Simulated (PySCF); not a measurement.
# C₃H₁₃NSi₂ ((Me)3Si-NH-SiH3): what the fields show

Input file:

```
{"job": {"kind": "nmr", "xc": "PBE0", "basis": "pcSseg-1"}, "charge": 0, "multiplicity": 1}
Si    -0.439179     0.241082     0.070065
C      0.455557     1.866109    -0.226831
C     -0.432495    -0.132722     1.911248
C     -2.201460     0.335589    -0.571746
N      0.347739    -1.055370    -0.816564
Si     1.995146    -1.583567    -0.716731
H      0.464241     2.124056    -1.297337
H      1.501632     1.808118     0.114542
H     -0.026627     2.691100     0.322000
H     -0.906045     0.679472     2.486061
H      0.596692    -0.250389     2.286517
H     -0.976539    -1.066381     2.123901
H     -2.221835     0.570728    -1.647926
H     -2.735786    -0.615602    -0.418307
H     -2.765856     1.122914    -0.047627
H     -0.242488    -1.542658    -1.484368
H      2.646994    -0.797938     0.375342
H      2.111471    -3.042438    -0.394865
H      2.766098    -1.358673    -1.982753
```

Command:

```sh
OMP_NUM_THREADS=1 python probes_run.py task.json out
```

Geometry: PBE0-D3(BJ)/def2-SVP.

Computed with PBE0/pcSseg-1, SCF density, gas phase, non-relativistic (PySCF).

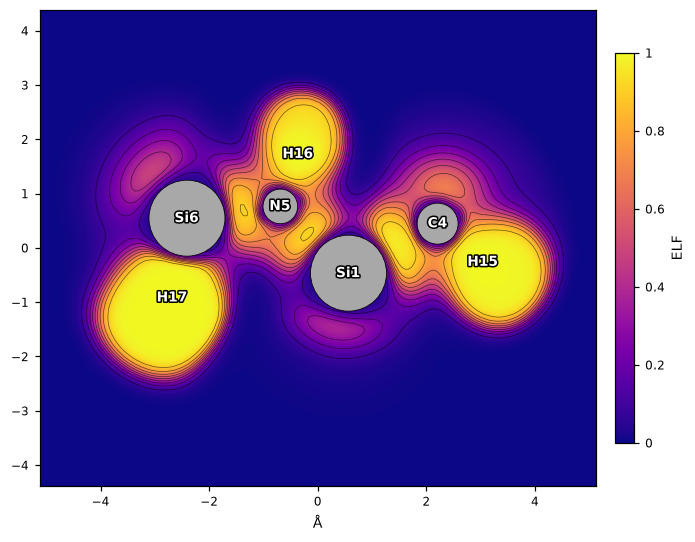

Figure 1. ELF on the plane of atoms Si1, N5 and H16. Grey discs cover the atomic cores.

Q: Read the bonding off the picture.

A: The section cuts through Si, C, N and H sites. Si–N (1.73 Å): the ELF peaks at about 0.90 between the atoms (a shared but strongly polarised pair). C–Si (1.88 Å): the ELF peaks at about 0.95 between the atoms, as expected for a covalent bond. N–H (1.02 Å): the ELF climbs to about 1 towards the hydrogen, as it does in any bond to H; an ordinary covalent bond to hydrogen. C–H (1.10 Å): the ELF climbs to about 1 towards the hydrogen (a covalent bond by its length). Si–H (1.49 Å): the ELF climbs to about 1 towards the hydrogen.

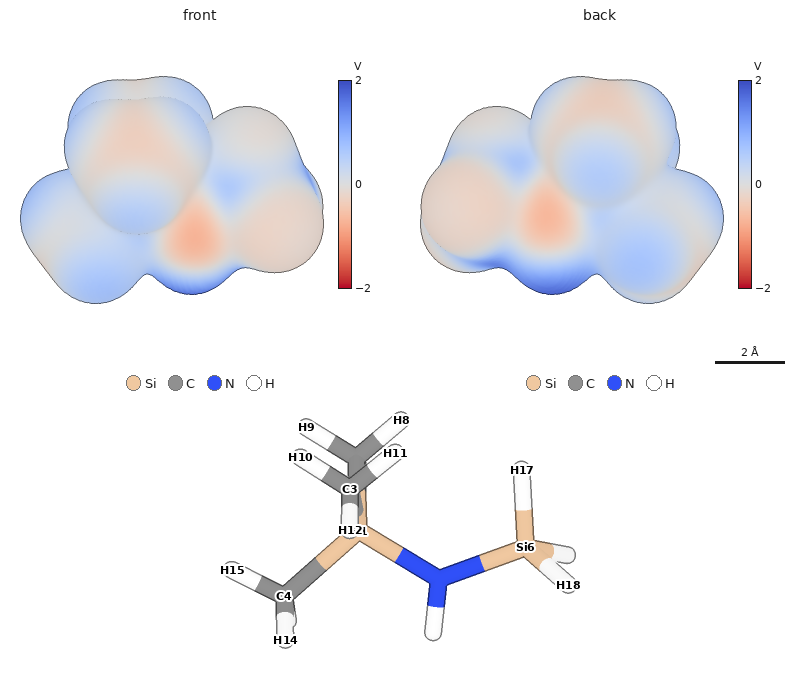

Figure 2. The electrostatic potential painted on the density surface at 0.002 e/bohr³, seen from the front and from behind; the colour scale runs from red (negative) to blue (positive). The bare structure is drawn below in the same view.

Q: Which sites attract a positive test charge, and which a negative one?

A: A positive charge is drawn to the negative regions and a negative charge to the positive ones. The most negative region (about −0.6 V) lies over N5, the most positive (about +1.7 V) over H16.

Q: How polar is the molecule by this calculation?

A: Its dipole moment is 1.08 D.
